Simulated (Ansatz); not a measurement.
**N + HCl (HNCl) (quartet): an exchange reaction of three atoms**

A grid of calculations on N + HCl (the system N + ClH), spin multiplicity 4, to see where the energy is lowest and how it rises around there.

Method: UKS PBE0-D4/aug-cc-pVTZ; program: Ansatz 0.2.0.

## (1) The part N (quartet) alone, at the geometry typed

Input file input.yaml:

```yaml
crystal:
  periodic: [false, false, false]
  atoms:
    - { symbol: "N", position_ang: [0.0, 0.0, 0.0] }
magnetization:
  spin_polarized: true
  initial_magnetization: 3
basis:
  gaussian: { orbitals: aug-cc-pVTZ }
hamiltonian:
  xc: pbe0
```

Started as:

```
> ansatz run input.yaml --threads 1 --pin off --max-ram 2560MiB --backend cpu --events-out ev --progress --plain --runs-dir out
```

Standard output:

```text
Warning: RAYON_NUM_THREADS=1 ignored (pool sized by the plan → 1); use --threads N
Engine: ansatz 0.2.0, aarch64-unknown-linux-gnu
Functional definition: PBE0
  parameter a = 0.25
  parameter kappa = 0.804
  parameter beta = 0.06672455060314922
  exchange = (1 - a)*pbe_x(kappa = kappa, mu = beta*pi^2/3) + a*exact_x
  correlation = pbe_c(beta = beta)
205 factors; their error is unknown
mean field evaluation 1: about -1484.0214 eV, gradient 6.6e0 eV
mean field evaluation 2: about -1484.1271 eV, gradient 3.8e0 eV
mean field evaluation 4: about -1484.1862 eV, gradient 5.5e-3 eV
mean field evaluation 8: about -1484.1790 eV, gradient 1.4e-4 eV
mean field -1484.17904476 eV, -54.5425738822 hartree, gradient 8.0e-6 eV, S^2 3.752953; 0 other end points of the search recorded, 0 dependent functions left out
reference -1484.17908624 eV, -54.5425754068 hartree; 5, 2 occupied and 41, 44 virtual orbitals, 205 factors
Total energy: -1484.17908624 eV, -54.5425754068 hartree
```

It took 0.26 s on 1 thread of Arm Neoverse V2, shared host; peak memory 0.064 GiB.

## (2) Reference run: HCl, relaxed

Input file input.yaml:

```yaml
crystal:
  periodic: [false, false, false]
  atoms:
    - { symbol: H, position_ang: [0.0, 0.0, 0.0] }
    - { symbol: Cl, position_ang: [1.33, 0.0, 0.0] }
basis:
  gaussian: { orbitals: aug-cc-pVTZ }
hamiltonian:
  xc: pbe0
  dispersion: d4
output:
  forces: true
relax:
  f_tol: 0.003
  max_steps: 120
```

Started as:

```
> ansatz run input.yaml --threads 1 --pin off --max-ram 2560MiB --backend cpu --events-out ev --progress --plain --runs-dir out
```

Standard output (excerpt; [...] marks lines left out):

```text
Warning: RAYON_NUM_THREADS=1 ignored (pool sized by the plan → 1); use --threads N
[...]
[... 1 set-up line as earlier in the session ...]
[...]
440 factors; their error is unknown
[...]
mean field -12535.52661919 eV, -460.6721063702 hartree, gradient 2.9e-5 eV, S^2 0.000000; 0 other end points of the search recorded, 0 dependent functions left out
[...]
reference -12535.52664798 eV, -460.6721074283 hartree; 9, 9 occupied and 64, 64 virtual orbitals, 440 factors
relax step   1: F+E_penalty+E_count = -12535.53123563 eV  Δ(F+E_penalty+E_count) = +0.000e0 eV  max|allowed force component| = 1.392e0 eV/Å  Δτ_max = 0.0000 Å  (21 SCF iters, accepted)
[...]
relax step   4: F+E_penalty+E_count = -12535.56700383 eV  Δ(F+E_penalty+E_count) = -3.160e-5 eV  max|allowed force component| = 1.625e-2 eV/Å  Δτ_max = 0.0010 Å  (19 SCF iters, accepted)
[...]
relax step   5: F+E_penalty+E_count = -12535.56700793 eV  Δ(F+E_penalty+E_count) = -4.098e-6 eV  max|allowed force component| = 9.350e-6 eV/Å  Δτ_max = 0.0003 Å  (17 SCF iters, accepted)
440 factors; their error is unknown
mean field -12535.56242848 eV, -460.6734223371 hartree, gradient 4.8e-5 eV, S^2 0.000000; 1 other end points of the search recorded, 0 dependent functions left out
[...]
reference -12535.56245711 eV, -460.6734233893 hartree; 9, 9 occupied and 64, 64 virtual orbitals, 440 factors
Total energy: -12535.56703656 eV, -460.6735916810 hartree
Atom 0 at     0.024593     0.000000    -0.000000 Å, force     0.000009     0.000000     0.000000 eV/Å
Atom 1 at     1.305407    -0.000000     0.000000 Å, force    -0.000009    -0.000000     0.000000 eV/Å
Dipole moment:    -0.237136     0.000000    -0.000000 e Å
```

Run time: 4 s. Hardware: 1 thread of Arm Neoverse V2, shared host; peak memory 0.1 GiB.

Step by step:

| step | energy from step 1 (eV) | largest force component (eV/Å) |
| --- | --- | --- |
| 1 | 0.0000 | 1.3916 |
| 2 | -0.0305 | 0.5661 |
| 3 | -0.0357 | 0.0481 |
| 4 | -0.0358 | 0.0163 |
| 5 | -0.0358 | 0.0000 |

The bond:

| bond | before (Å) | after (Å) | change (Å) |
| --- | --- | --- | --- |
| H1–Cl2 | 1.330 | 1.281 | -0.049 |

## (3) Plan of the scan

First coordinate, distance N1–H2: 17 values from 0.816 to 2.816 Å. Second coordinate, distance H2–Cl3: 17 values from 1.064 to 3.064 Å.

Nothing else is relaxed (the angle N1–H2–Cl3 is fixed at 100 degrees). Energies count from N far from the relaxed HCl (each part in its own basis). Points are written as (first, second).

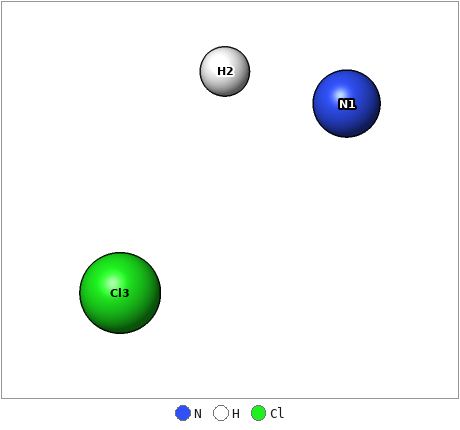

The geometry at (1.499 Å, 2.903 Å).

Of the runs on the grid, 3 are shown in the steps below; the others differ only in the two coordinates.

## (4) The run at (1.499 Å, 2.903 Å)

Input file input.yaml:

```yaml
crystal:
  periodic: [false, false, false]
  atoms:
    - { symbol: "N", position_ang: [-1.499, 0.0, 0.0] }
    - { symbol: H, position_ang: [0.0, 0.0, 0.0] }
    - { symbol: Cl, position_ang: [0.504101, 2.858897, 0.0] }
magnetization:
  spin_polarized: true
  initial_magnetization: 3
basis:
  gaussian: { orbitals: aug-cc-pVTZ }
hamiltonian:
  xc: pbe0
  dispersion: d4
output:
  forces: true
```

Started as:

```
> ansatz run input.yaml --threads 1 --pin off --max-ram 2560MiB --backend cpu --events-out ev --progress --plain --runs-dir out
```

Standard output (excerpt; [...] marks lines left out):

```text
Warning: RAYON_NUM_THREADS=1 ignored (pool sized by the plan → 1); use --threads N
[...]
[... 1 set-up line as earlier in the session ...]
[...]
645 factors; their error is unknown
[...]
mean field -14017.20963551 eV, -515.1229528991 hartree, gradient 4.3e-8 eV, S^2 3.805903; 4 other end points of the search recorded, 0 dependent functions left out
[...]
reference -14017.20967972 eV, -515.1229545238 hartree; 14, 11 occupied and 105, 108 virtual orbitals, 645 factors
Total energy: -14017.22826213 eV, -515.1236374145 hartree
Atom 0 at    -1.499000     0.000000     0.000000 Å, force     4.468567    -0.035712     0.000000 eV/Å
Atom 1 at     0.000000     0.000000     0.000000 Å, force    -4.463162     0.172563    -0.000000 eV/Å
Atom 2 at     0.504101     2.858897     0.000000 Å, force    -0.005406    -0.136851    -0.000000 eV/Å
Dipole moment:     0.166411    -0.070287    -0.000000 e Å
```

Run time: 16 s. Hardware: 1 thread of Arm Neoverse V2, shared host; peak memory 0.24 GiB.

Energy on the map's scale: 243 kJ/mol.

## (5) Point (2.816 Å, 1.291 Å)

Input file input.yaml:

```yaml
crystal:
  periodic: [false, false, false]
  atoms:
    - { symbol: "N", position_ang: [-2.816, 0.0, 0.0] }
    - { symbol: H, position_ang: [0.0, 0.0, 0.0] }
    - { symbol: Cl, position_ang: [0.22418, 1.271387, 0.0] }
magnetization:
  spin_polarized: true
  initial_magnetization: 3
basis:
  gaussian: { orbitals: aug-cc-pVTZ }
hamiltonian:
  xc: pbe0
  dispersion: d4
output:
  forces: true
```

Started as:

```
> ansatz run input.yaml --threads 1 --pin off --max-ram 2560MiB --backend cpu --events-out ev --progress --plain --runs-dir out
```

Standard output (excerpt; [...] marks lines left out):

```text
Warning: RAYON_NUM_THREADS=1 ignored (pool sized by the plan → 1); use --threads N
[...]
[... 1 set-up line as earlier in the session ...]
[...]
645 factors; their error is unknown
[...]
mean field -14019.73376919 eV, -515.2157131008 hartree, gradient 5.1e-5 eV, S^2 3.753090; 0 other end points of the search recorded, 0 dependent functions left out
[...]
reference -14019.73381626 eV, -515.2157148308 hartree; 14, 11 occupied and 105, 108 virtual orbitals, 645 factors
Total energy: -14019.75249755 eV, -515.2164013554 hartree
Atom 0 at    -2.816000     0.000000     0.000000 Å, force    -0.055268    -0.020450     0.000000 eV/Å
Atom 1 at     0.000000     0.000000     0.000000 Å, force     0.062113     0.316138     0.000000 eV/Å
Atom 2 at     0.224180     1.271387     0.000000 Å, force    -0.006845    -0.295688    -0.000000 eV/Å
Dipole moment:    -0.039668    -0.219845     0.000000 e Å
```

Run time: 2.9 s. Hardware: 1 thread of Arm Neoverse V2, shared host; peak memory 0.18 GiB.

That is −0.6 kJ/mol from the zero.

## (6) The run at (1.499 Å, 1.747 Å)

Input file input.yaml:

```yaml
crystal:
  periodic: [false, false, false]
  atoms:
    - { symbol: "N", position_ang: [-1.499, 0.0, 0.0] }
    - { symbol: H, position_ang: [0.0, 0.0, 0.0] }
    - { symbol: Cl, position_ang: [0.303363, 1.720459, 0.0] }
magnetization:
  spin_polarized: true
  initial_magnetization: 3
basis:
  gaussian: { orbitals: aug-cc-pVTZ }
hamiltonian:
  xc: pbe0
  dispersion: d4
output:
  forces: true
```

Started as:

```
> ansatz run input.yaml --threads 1 --pin off --max-ram 2560MiB --backend cpu --events-out ev --progress --plain --runs-dir out
```

Standard output (excerpt; [...] marks lines left out):

```text
Warning: RAYON_NUM_THREADS=1 ignored (pool sized by the plan → 1); use --threads N
[...]
[... 1 set-up line as earlier in the session ...]
[...]
645 factors; their error is unknown
[...]
mean field -14018.12794772 eV, -515.1567002503 hartree, gradient 4.1e-5 eV, S^2 3.780994; 0 other end points of the search recorded, 0 dependent functions left out
[...]
reference -14018.12799044 eV, -515.1567018203 hartree; 14, 11 occupied and 105, 108 virtual orbitals, 645 factors
Total energy: -14018.15112822 eV, -515.1575521179 hartree
Atom 0 at    -1.499000     0.000000     0.000000 Å, force     0.686165    -0.899112    -0.000000 eV/Å
Atom 1 at     0.000000     0.000000     0.000000 Å, force    -1.134995     2.796402    -0.000000 eV/Å
Atom 2 at     0.303363     1.720459     0.000000 Å, force     0.448830    -1.897291     0.000000 eV/Å
Dipole moment:    -0.048074    -0.285019     0.000000 e Å
```

It took 3.2 s on 1 thread of Arm Neoverse V2, shared host; peak memory 0.18 GiB.

Energy on the map's scale: 154 kJ/mol.

## (7) Energy over the grid

250 points were computed, and 39 have no value (skipped by design, atoms too close, or no result). Energies in kJ/mol, from N far from the relaxed HCl (each part in its own basis); the table lists every other line.

```tsv
distance H2–Cl3 (Å) ↓, distance N1–H2 (Å) →	0.816	0.950	1.146	1.375	1.628	1.902	2.192	2.497	2.816
3.064	229	96	96	188	298	371	404	418	423
2.745	232	98	99	187	290	360	391	404	409
2.440	241	107	103	182	275	336	364	376	381
2.150	265	126	109	172	244	290	311	320	324
1.876	313	160	120	154	193	211	216	217	218
1.623	–	229	151	136	128	117	108	104	102
1.394	–	–	–	147	86	47	27	18	15
1.198	–	–	–	–	121	58	28	16	12
1.064	–	–	–	–	247	168	131	117	112
```

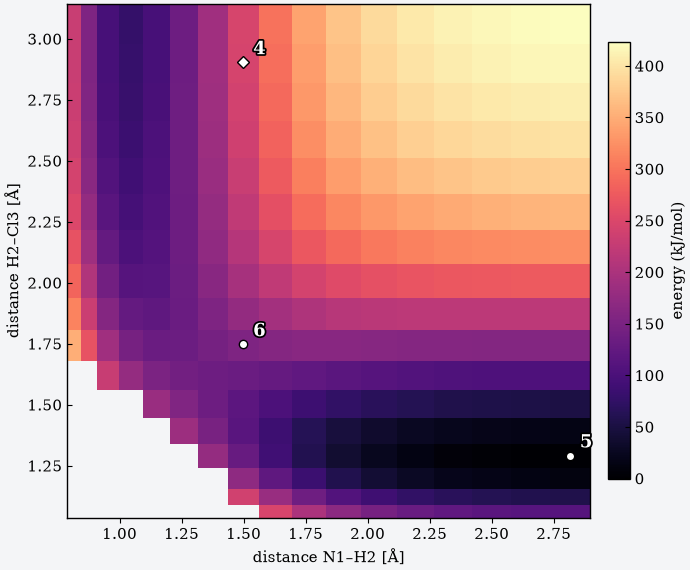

The map; numbers mark the steps of this session that print a point's run. The picture shows one coloured cell a grid point, blanks where no value was computed.

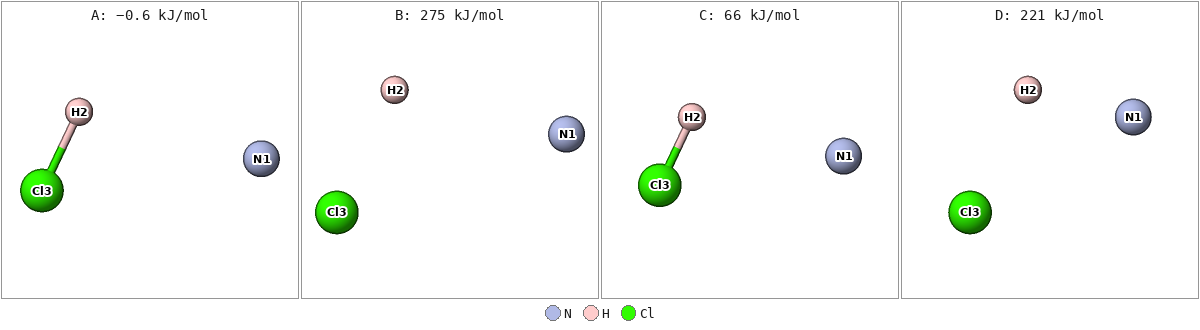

Structures on the grid, at one scale: A at (2.816 Å, 1.291 Å); B at (2.655 Å, 2.011 Å); C at (2.343 Å, 1.118 Å); D at (1.628 Å, 2.011 Å).

The ⟨S²⟩ (ħ²) at each point:

```csv
"distance H2–Cl3 (Å) ↓, distance N1–H2 (Å) →",0.816,0.950,1.146,1.375,1.628,1.902,2.192,2.497,2.816
3.064,3.76,3.76,3.76,3.77,3.90,4.27,4.51,4.62,4.66
2.745,3.76,3.76,3.76,3.78,3.90,4.22,4.43,4.53,4.57
2.440,3.76,3.76,3.76,3.78,3.90,4.13,4.29,4.37,4.40
2.150,3.76,3.76,3.77,3.79,3.87,3.96,4.01,4.03,4.04
1.876,3.76,3.76,3.77,3.78,3.80,3.79,3.77,3.76,3.75
1.623,–,3.76,3.77,3.77,3.77,3.76,3.75,3.75,3.75
1.394,–,–,–,3.76,3.76,3.75,3.75,3.75,3.75
1.198,–,–,–,–,3.76,3.75,3.75,3.75,3.75
1.064,–,–,–,–,3.76,3.75,3.75,3.75,3.75
```

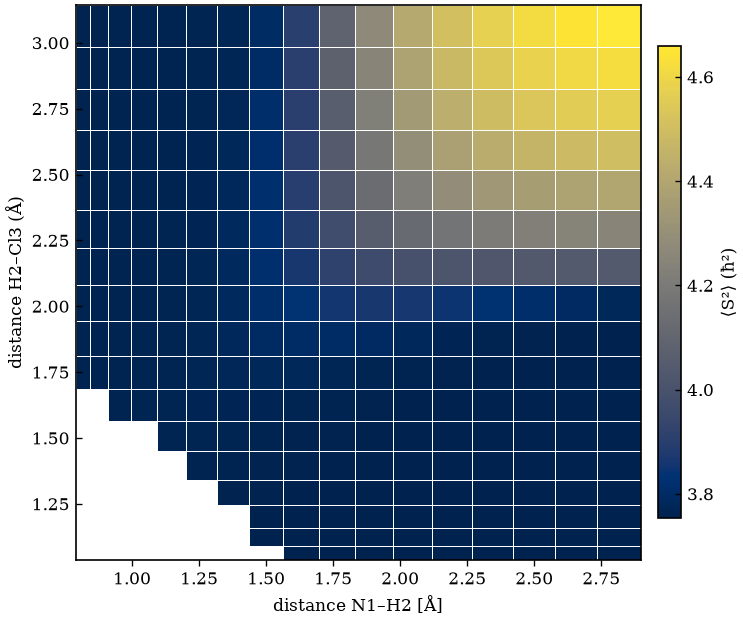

The ⟨S²⟩ over the grid. The picture shows one coloured cell a grid point, blanks where no value was computed.

On the same grid, dipole moment (D):

| distance H2–Cl3 (Å) ↓, distance N1–H2 (Å) → | 0.816 | 0.950 | 1.146 | 1.375 | 1.628 | 1.902 | 2.192 | 2.497 | 2.816 |
| --- | --- | --- | --- | --- | --- | --- | --- | --- | --- |
| 3.064 | 1.62 | 1.58 | 1.47 | 1.21 | 0.73 | 0.55 | 0.56 | 0.58 | 0.59 |
| 2.745 | 1.63 | 1.59 | 1.48 | 0.96 | 0.80 | 0.91 | 0.97 | 0.99 | 1.00 |
| 2.440 | 1.62 | 1.53 | 1.10 | 0.90 | 1.14 | 1.40 | 1.44 | 1.44 | 1.44 |
| 2.150 | 1.49 | 1.25 | 0.93 | 1.08 | 1.53 | 1.79 | 1.83 | 1.81 | 1.79 |
| 1.876 | 1.20 | 0.95 | 0.88 | 1.25 | 1.64 | 1.80 | 1.80 | 1.77 | 1.75 |
| 1.623 | – | 0.75 | 0.76 | 1.07 | 1.30 | 1.38 | 1.42 | 1.44 | 1.45 |
| 1.394 | – | – | – | 0.68 | 0.83 | 0.97 | 1.08 | 1.15 | 1.19 |
| 1.198 | – | – | – | – | 0.61 | 0.70 | 0.83 | 0.92 | 0.98 |
| 1.064 | – | – | – | – | 0.65 | 0.60 | 0.69 | 0.79 | 0.85 |

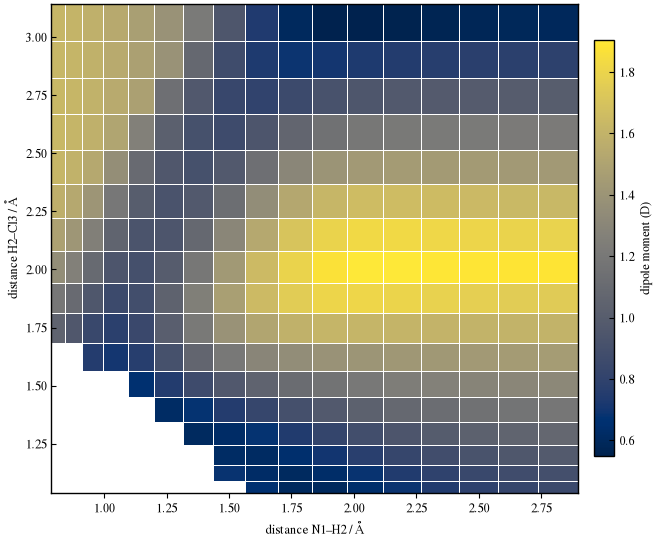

The dipole moment over the grid. The picture shows one coloured cell a grid point, blanks where no value was computed.

## (8) Summary of results

| quantity | value |
| --- | --- |
| lowest point | (2.816 Å, 1.291 Å), −0.6 kJ/mol |
| highest computed point (blank points may lie higher) | (2.816 Å, 3.064 Å), 424 kJ/mol above the lowest |
| ⟨S²⟩ (ħ²) | 3.75 at (2.655 Å, 1.291 Å) to 4.66 at (2.816 Å, 3.064 Å); 3.75 at the lowest point |
| dipole moment (D) | 0.55 at (2.045 Å, 3.064 Å) to 1.90 at (2.192 Å, 2.011 Å); 1.07 at the lowest point |
| time for the whole task | 33 min on 1 thread, shared host |

**Reading.** The lowest computed point is at (2.816 Å, 1.291 Å), −0.6 kJ/mol from N far from the relaxed HCl (each part in its own basis). It lies at the edge of the scanned range, so the true minimum may lie outside. The highest computed point, (2.816 Å, 3.064 Å), lies 424 kJ/mol above the lowest.
